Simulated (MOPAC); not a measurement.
**Run report: TiCl$_{2}$F$_{2}$ (charge +1), geometry relaxation (part 1 of 3)**

TiCl$_{2}$F$_{2}$, charge +1, multiplicity 2, computed with PM6-DH2, unrestricted, dispersion DH2 (MOPAC 23.2.5).

The starting geometry was optimised with PM6-DH2.

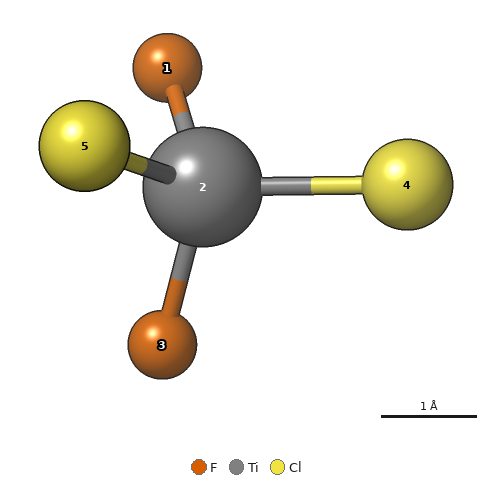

**Figure 1.** The structure as given in the input (ball-and-stick view, seen at a tilt; atoms are numbered from 1 in the order of the input). Sticks mark near contacts. Bond lengths as drawn: Cl–Ti 2.17 Å and F–Ti 1.79 Å.

Input (input.mop):
```
PM6-DH2 DISP CYCLES=300 GNORM=0.05 CHARGE=1 THREADS=1 AUX(PRECISION=6)
Cl2F2Ti, PM6-DH2

F     -0.208678 +1    -0.175492 +1     1.805834 +1
Ti     0.029290 +1    -0.029426 +1     0.033525 +1
F      1.390330 +1    -1.022834 +1    -0.582686 +1
Cl    -1.772432 +1    -0.805286 +1    -0.897402 +1
Cl     0.553690 +1     2.042210 +1    -0.351387 +1
```

Run on 1 thread of Arm Neoverse V1, 24 GiB of memory available, shared host.

Launch command:
```bash
mopac input.mop
```

Output:
```
MOPAC v23.2.5
PM6-DH2 CALCULATION RESULTS

 *  PM6-DH2    - CORRECT DISPERSION AND HYDROGEN BOND TERMS USING PM6-DH2
 *
 *
 *
 *                 CHARGE ON SYSTEM = +1
 *
 *
 *
 *  THREADS=1  - MULTI-THREADING NOT USED
 *  CYCLES=    - DO A MAXIMUM OF 300 STEPS
 *  GNORM      - EXIT WHEN GRADIENT NORM DROPS BELOW 0.050
 *  AUX        - OUTPUT AUXILIARY INFORMATION
 *  DISP       - PRINT DISPERSION AND HYDROGEN BOND ENERGIES
PM6-DH2 DISP CYCLES=300 GNORM=0.05 CHARGE=1 THREADS=1 AUX(PRECISION=6)
 Cl2F2Ti, PM6-DH2

   ATOM   CHEMICAL          X               Y               Z
  NUMBER   SYMBOL      (ANGSTROMS)     (ANGSTROMS)     (ANGSTROMS)

     1       F         -0.20867800  *  -0.17549200  *   1.80583400  *
     2      Ti          0.02929000  *  -0.02942600  *   0.03352500  *
     3       F          1.39033000  *  -1.02283400  *  -0.58268600  *
     4      Cl         -1.77243200  *  -0.80528600  *  -0.89740200  *
     5      Cl          0.55369000  *   2.04221000  *  -0.35138700  *

          CARTESIAN COORDINATES

    NO.       ATOM           X           Y           Z

     1         F         -0.2087     -0.1755      1.8058
     2        Ti          0.0293     -0.0294      0.0335
     3         F          1.3903     -1.0228     -0.5827
     4        Cl         -1.7724     -0.8053     -0.8974
     5        Cl          0.5537      2.0422     -0.3514

           Empirical Formula: F2 Ti Cl2  =     5 atoms

      MOLECULAR POINT GROUP   :   C2v

          UHF CALCULATION, NO. OF ALPHA ELECTRONS =   16
                           NO. OF BETA  ELECTRONS =   15

          Geometry optimization using EF

          *********************************************
          *                                           *
          *                 WARNING                   *
          *                                           *
          *********************************************

          Dispersion parameters missing for Titanium

          *********************************************
          *                                           *
          *              END OF WARNING               *
          *                                           *
          *********************************************

          DIAGONAL MATRIX USED AS START HESSIAN
```

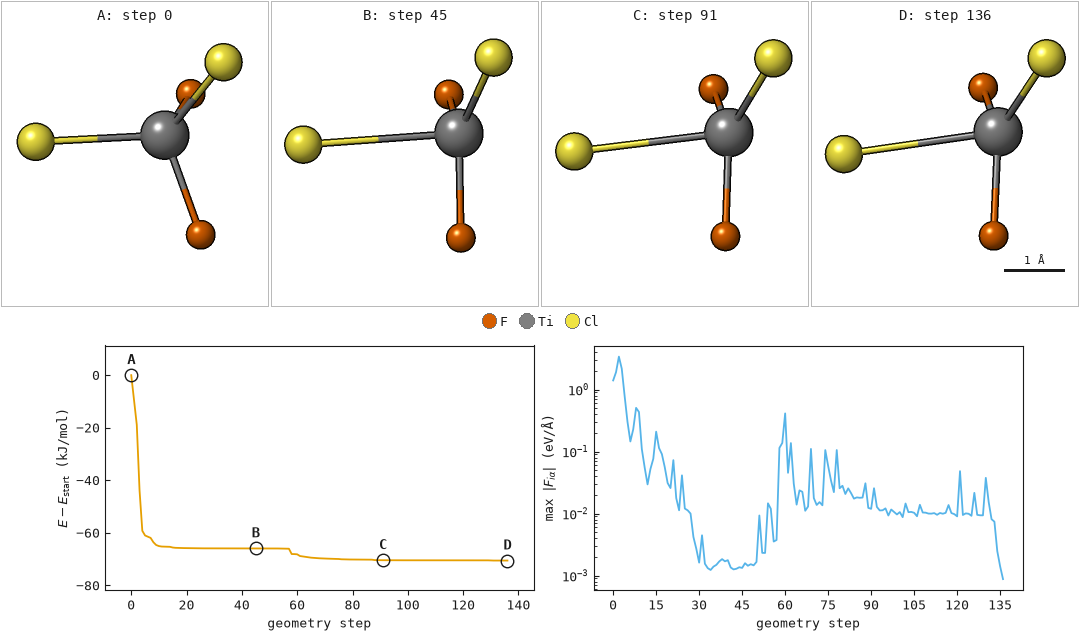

**Figure 2.** Frames of the relaxation (ball-and-stick view, seen at a tilt) above the curves, on which the letters mark them (steps are counted from 0).

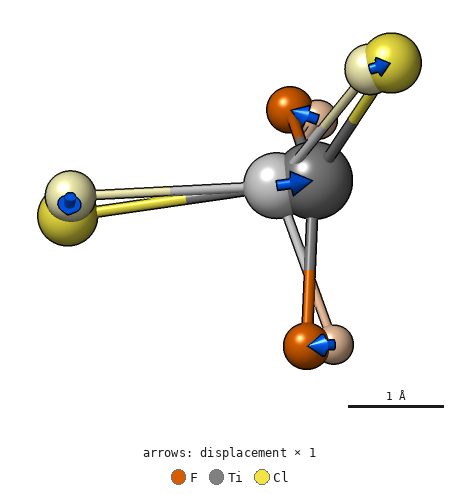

**Figure 3.** Start (faint) and end (solid) with the displacements as blue arrows, at true length (ball-and-stick view, seen at a tilt). The two geometries are laid on each other by the best rigid fit. Ti2 moves most after the best rigid fit: 0.40 Å. Largest moves by element: Ti 0.40 Å, Cl 0.34 Å, F 0.31 Å. Distances before and after: Ti2–Cl5 2.171 → 2.628 Å, Ti2–Cl4 2.171 → 2.128 Å, F1–Ti2 1.794 → 1.777 Å. Among the angles that change: F1–Ti2–Cl5 106.5° → 80.6°, F1–Ti2–F3 113.3° → 124.8°, F1–Ti2–Cl4 106.5° → 117.1°. The energy falls by 70.5 kJ/mol in 136 geometry steps. Largest force component: 1.4 eV/Å at the start, 0.00088 eV/Å at the end. (Atoms are counted from 1 in the order of the input.)

```
 CYCLE:     1 TIME:   0.016 TIME LEFT:  2.00D  GRAD.:    68.628 HEAT:  8.503342
 CYCLE:     2 TIME:   0.016 TIME LEFT:  2.00D  GRAD.:    63.453 HEAT:  6.249461
 CYCLE:     3 TIME:   0.008 TIME LEFT:  2.00D  GRAD.:   109.111 HEAT:  3.986124
 CYCLE:     4 TIME:   0.008 TIME LEFT:  2.00D  GRAD.:    73.962 HEAT: -1.970928
 CYCLE:     5 TIME:   0.008 TIME LEFT:  2.00D  GRAD.:    27.139 HEAT: -5.648541
 CYCLE:     6 TIME:   0.008 TIME LEFT:  2.00D  GRAD.:    13.273 HEAT: -6.073113
 CYCLE:     7 TIME:   0.000 TIME LEFT:  2.00D  GRAD.:     6.644 HEAT: -6.181895
 CYCLE:     8 TIME:   0.008 TIME LEFT:  2.00D  GRAD.:     9.044 HEAT: -6.292561
 CYCLE:     9 TIME:   0.008 TIME LEFT:  2.00D  GRAD.:    20.106 HEAT: -6.685455
 CYCLE:    10 TIME:   0.008 TIME LEFT:  2.00D  GRAD.:    16.178 HEAT: -6.937813
[... 117 lines of further cycles ...]
 CYCLE:   128 TIME:   0.008 TIME LEFT:  2.00D  GRAD.:     0.434 HEAT: -8.333993
 CYCLE:   129 TIME:   0.008 TIME LEFT:  2.00D  GRAD.:     0.435 HEAT: -8.334014
 CYCLE:   130 TIME:   0.000 TIME LEFT:  2.00D  GRAD.:     0.432 HEAT: -8.334092
 CYCLE:   131 TIME:   0.016 TIME LEFT:  2.00D  GRAD.:     1.623 HEAT: -8.346161
 CYCLE:   132 TIME:   0.008 TIME LEFT:  2.00D  GRAD.:     0.584 HEAT: -8.351807
 CYCLE:   133 TIME:   0.008 TIME LEFT:  2.00D  GRAD.:     0.355 HEAT: -8.351635
 CYCLE:   134 TIME:   0.008 TIME LEFT:  2.00D  GRAD.:     0.226 HEAT: -8.352531
 CYCLE:   135 TIME:   0.000 TIME LEFT:  2.00D  GRAD.:     0.094 HEAT: -8.352614
 CYCLE:   136 TIME:   0.008 TIME LEFT:  2.00D  GRAD.:     0.053 HEAT: -8.352625
 CYCLE:   137 TIME:   0.008 TIME LEFT:  2.00D  GRAD.:     0.040 HEAT: -8.352641

     GRADIENT =  0.03978 IS LESS THAN CUTOFF =  0.05000

 -------------------------------------------------------------------------------
 PM6-DH2 DISP CYCLES=300 GNORM=0.05 CHARGE=1 THREADS=1 AUX(PRECISION=6)
 Cl2F2Ti, PM6-DH2

     GEOMETRY OPTIMISED USING EIGENVECTOR FOLLOWING (EF).
     SCF FIELD WAS ACHIEVED

                              PM6-DH2 CALCULATION

          FINAL HEAT OF FORMATION =         -8.35264 KCAL/MOL =     -34.94745 KJ/MOL

          TOTAL ENERGY            =     -34935.63561 KCAL/MOL = ELECTRONIC ENERGY + CORE-CORE REPULSION
          ENERGY OF ATOMS         =      34927.88778 KCAL/MOL
                              SUM =         -7.74783 KCAL/MOL
          DISPERSION ENERGY       =         -0.60481 KCAL/MOL
                              SUM =         -8.35264 KCAL/MOL = FINAL HEAT OF FORMATION

          TOTAL ENERGY            =      -1514.95254 EV
          ELECTRONIC ENERGY       =      -3326.82582 EV
          CORE-CORE REPULSION     =       1811.87328 EV
          COSMO AREA              =        134.13 SQUARE ANGSTROMS
          COSMO VOLUME            =        128.50 CUBIC ANGSTROMS

          GRADIENT NORM           =          0.03978          =       0.01779 PER ATOM
          IONIZATION POTENTIAL    =         16.780174 EV
          ALPHA SOMO LUMO (EV)    =        -17.330 -8.046
          BETA  SOMO LUMO (EV)    =        -16.780 -9.604
          NO. OF ALPHA ELECTRONS  =         16
          NO. OF BETA  ELECTRONS  =         15
          MOLECULAR WEIGHT        =        156.8028         POINT GROUP:  Cs

          MOLECULAR DIMENSIONS (Angstroms)

            Atom       Atom       Distance
           Cl     5   Cl     4     4.16245
            F     1    F     3     3.14919
           Cl     4    F     3     1.70942

          SCF CALCULATIONS        =        143

          WALL-CLOCK TIME         =      0.930 SECONDS
          COMPUTATION TIME        =      0.925 SECONDS

   ATOM   CHEMICAL          X               Y               Z
  NUMBER   SYMBOL      (ANGSTROMS)     (ANGSTROMS)     (ANGSTROMS)

     1       F         -0.25376769  *   0.19314954  *   1.74565814  *
     2      Ti         -0.10334415  *  -0.35139693  *   0.06094533  *
     3       F          1.43408395  *  -0.70630691  *  -0.75624936  *
     4      Cl         -1.88510627  *  -0.98495975  *  -0.91421144  *
     5      Cl          0.82151533  *   2.09456083  *  -0.19534269  *

                             CARTESIAN COORDINATES

   1    F       -0.253767689     0.193149537     1.745658136
   2   Ti       -0.103344152    -0.351396931     0.060945334
   3    F        1.434083953    -0.706306909    -0.756249358
   4   Cl       -1.885106268    -0.984959748    -0.914211437
   5   Cl        0.821515331     2.094560834    -0.195342686

           Empirical Formula: F2 Ti Cl2  =     5 atoms

      MOLECULAR POINT GROUP   :   Cs

          ALPHA EIGENVALUES
 -45.90238 -45.10140 -32.84268 -31.09920 -21.70937 -21.42759 -21.00502 -20.60444
 -20.57295 -20.20435 -18.85580 -18.55308 -18.09111 -17.71303 -17.35561 -17.33028
  -8.04625  -7.32679  -7.08158  -7.04118  -5.64129  -5.63107  -1.87456  -1.31716
  -0.17152  75.81583  75.91263  76.38329  76.86613  76.92955  80.70101  80.85830
  80.97178  81.40899  81.41765

           BETA EIGENVALUES
 -45.88393 -45.08278 -31.11971 -27.84069 -21.71300 -21.42693 -20.93239 -20.61042
 -20.48558 -20.19091 -18.33948 -17.96458 -17.34068 -17.25436 -16.78017  -9.60420
  -8.06287  -7.31820  -7.04803  -6.93165  -5.62940  -5.62881  -1.85723  -1.31878
  -0.13741  76.90310  77.06773  77.12159  77.57946  77.57966  80.69838  80.85570
  80.97150  81.40725  81.41600

              NET ATOMIC CHARGES AND DIPOLE CONTRIBUTIONS

  ATOM NO.   TYPE          CHARGE      No. of ELECS.   s-Pop       p-Pop       d-Pop
    1          F          -0.359415        7.3594     1.92665     5.43277
    2         Ti           1.455843        2.5442     0.01367     0.53593     1.99456
    3          F          -0.359421        7.3594     1.92665     5.43277
    4         Cl          -0.017163        7.0172     1.99176     5.02399     0.00141
    5         Cl           0.280156        6.7198     1.99614     4.72230     0.00141
 DIPOLE           X         Y         Z       TOTAL
 POINT-CHG.    -0.880     0.938    -0.930     1.587
 HYBRID         0.535    -0.205     0.435     0.719
 SUM           -0.345     0.732    -0.495     0.948

          ATOMIC ORBITAL ELECTRON POPULATIONS

     Atom    s        px        py        pz      x^2-y^2     xz        z^2       yz        xy
    1  F   1.92665   1.83968   1.77570   1.81738
    2 Ti   0.01367   0.17583   0.20262   0.15748   0.40339   0.42383   0.39468   0.34504   0.42762
    3  F   1.92665   1.83774   1.77050   1.82453
    4 Cl   1.99176   1.66933   1.64743   1.70723   0.00034   0.00027   0.00030   0.00016   0.00035
    5 Cl   1.99614   1.64415   1.73569   1.34246   0.00040   0.00012   0.00014   0.00044   0.00030

                    (SZ)    =    0.500000
                    (S**2)  =    0.752048

          ATOMIC ORBITAL SPIN POPULATIONS

    Atom   Total    s     px     py     pz   x^2-y^2  xz     z^2    yz     xy
         Atomic
    1  F  0.0072  0.000 -0.000  0.004  0.004
    2 Ti -0.0208 -0.000 -0.000 -0.004  0.001 -0.007  0.000 -0.003 -0.003 -0.004
    3  F  0.0072  0.000  0.000  0.007 -0.000
    4 Cl -0.0036 -0.000 -0.001 -0.002 -0.000  0.000 -0.000 -0.000  0.000  0.000
    5 Cl  1.0100  0.001  0.290  0.099  0.620  0.000 -0.000 -0.000  0.000 -0.000

 *                    *
 * JOB ENDED NORMALLY *
 *                    *

 TOTAL JOB TIME:             0.94 SECONDS

 == MOPAC DONE ==
```

Trajectory as extended XYZ (Å, eV, eV/Å), 85 of the 137 frames kept, from step=0 to step=136:
```
5
Properties=species:S:1:pos:R:3:forces:R:3 step=0 energy=0.36874
F    -0.2087   -0.1755    1.8058    0.0273   0.1085  -0.6794
Ti    0.0293   -0.0294    0.0335    1.3638  -1.3823   1.4036
F     1.3903   -1.0228   -0.5827   -0.5342   0.4051   0.1581
Cl   -1.7724   -0.8053   -0.8974   -0.8783  -0.1161  -0.5468
Cl    0.5537    2.0422   -0.3514    0.0214   0.9849  -0.3356
5
Properties=species:S:1:pos:R:3:forces:R:3 step=2 energy=0.17286
F    -0.2085   -0.1701    1.8502    0.2343   0.1361  -0.4518
Ti    0.0834   -0.1395    0.0881   -3.3964  -0.5119   1.2128
F     1.3655   -0.9942   -0.5849    2.0477  -1.1345  -0.9482
Cl   -1.8168   -0.7927   -0.9466    0.9847   0.5586   0.4396
Cl    0.5533    2.1326   -0.3965    0.1297   0.9517  -0.2524
5
Properties=species:S:1:pos:R:3:forces:R:3 step=3 energy=-0.08547
F    -0.2103   -0.1650    1.9334    0.3612   0.0617  -1.3108
Ti    0.0563   -0.2211    0.1308   -2.1695  -0.5862   1.0191
F     1.3971   -1.0159   -0.6357    0.7194  -0.2158  -0.2243
Cl   -1.8090   -0.7717   -0.9775    1.0440   0.4594   0.5867
Cl    0.5551    2.2188   -0.4389    0.0449   0.2809  -0.0706
5
Properties=species:S:1:pos:R:3:forces:R:3 step=5 energy=-0.26336
F    -0.2038   -0.1640    1.8788    0.0621   0.0860   0.1764
Ti   -0.0043   -0.2824    0.1336    0.1834  -0.2394  -0.3018
F     1.4271   -1.0115   -0.6244   -0.1109   0.1921   0.1626
Cl   -1.7629   -0.7361   -0.9375   -0.1204   0.0549  -0.0638
Cl    0.5526    2.2505   -0.4505   -0.0142  -0.0936   0.0265
5
Properties=species:S:1:pos:R:3:forces:R:3 step=6 energy=-0.26807
F    -0.2009   -0.1594    1.8791    0.0773   0.0748   0.0318
Ti   -0.0035   -0.2922    0.1289   -0.0320  -0.0583  -0.0128
F     1.4274   -1.0055   -0.6183    0.1193   0.0661   0.0321
Cl   -1.7657   -0.7329   -0.9375   -0.1456   0.0385  -0.0856
Cl    0.5522    2.2508   -0.4496   -0.0190  -0.1211   0.0344
5
Properties=species:S:1:pos:R:3:forces:R:3 step=8 energy=-0.28991
F    -0.1576   -0.1042    1.8803    0.0680  -0.0035  -0.3429
Ti   -0.0157   -0.3408    0.1200   -0.3780   0.1984   0.5071
F     1.4652   -0.9455   -0.5942    0.3841  -0.0993  -0.1534
Cl   -1.8009   -0.7051   -0.9623   -0.0672   0.0039  -0.0450
Cl    0.5423    2.1952   -0.4331   -0.0069  -0.0995   0.0342
5
Properties=species:S:1:pos:R:3:forces:R:3 step=10 energy=-0.30512
F    -0.0935   -0.0288    1.8492   -0.0431   0.0109   0.0091
Ti   -0.0441   -0.3928    0.1189    0.0955  -0.0442  -0.0394
F     1.5295   -0.8512   -0.5602   -0.1098   0.0220  -0.0009
Cl   -1.8480   -0.6650   -0.9916    0.0163  -0.0449   0.0246
Cl    0.5285    2.0913   -0.4047    0.0411   0.0562   0.0066
5
Properties=species:S:1:pos:R:3:forces:R:3 step=11 energy=-0.30694
F    -0.1130   -0.0507    1.8561   -0.0166   0.0283   0.0303
Ti   -0.0360   -0.3766    0.1206   -0.0551  -0.0127  -0.0099
F     1.5107   -0.8786   -0.5714    0.0479   0.0012  -0.0429
Cl   -1.8342   -0.6777   -0.9828   -0.0075  -0.0251   0.0056
Cl    0.5332    2.1212   -0.4123    0.0314   0.0083   0.0169
5
Properties=species:S:1:pos:R:3:forces:R:3 step=13 energy=-0.30752
F    -0.1099   -0.0385    1.8556   -0.0177   0.0096  -0.0420
Ti   -0.0397   -0.3850    0.1208    0.0413  -0.0027   0.0106
F     1.5166   -0.8690   -0.5739   -0.0523   0.0270  -0.0006
Cl   -1.8389   -0.6773   -0.9856   -0.0008  -0.0313   0.0124
Cl    0.5355    2.1146   -0.4075    0.0295  -0.0026   0.0197
5
Properties=species:S:1:pos:R:3:forces:R:3 step=15 energy=-0.31083
F    -0.1388    0.0507    1.8211    0.0190  -0.0235  -0.0674
Ti   -0.0511   -0.3988    0.1073    0.1646  -0.0432  -0.0511
F     1.5140   -0.8288   -0.6255   -0.2096   0.0590   0.1115
Cl   -1.8554   -0.7338   -0.9717    0.0015  -0.0300   0.0075
Cl    0.5883    2.0925   -0.3427    0.0245   0.0377  -0.0006
5
Properties=species:S:1:pos:R:3:forces:R:3 step=16 energy=-0.31199
F    -0.1414    0.0428    1.8208    0.0207  -0.0134  -0.0088
Ti   -0.0489   -0.3944    0.1066    0.0808  -0.0182  -0.0625
F     1.5090   -0.8358   -0.6238   -0.1140   0.0319   0.0714
Cl   -1.8524   -0.7354   -0.9693   -0.0086  -0.0249  -0.0026
Cl    0.5885    2.0999   -0.3453    0.0211   0.0246   0.0024
```
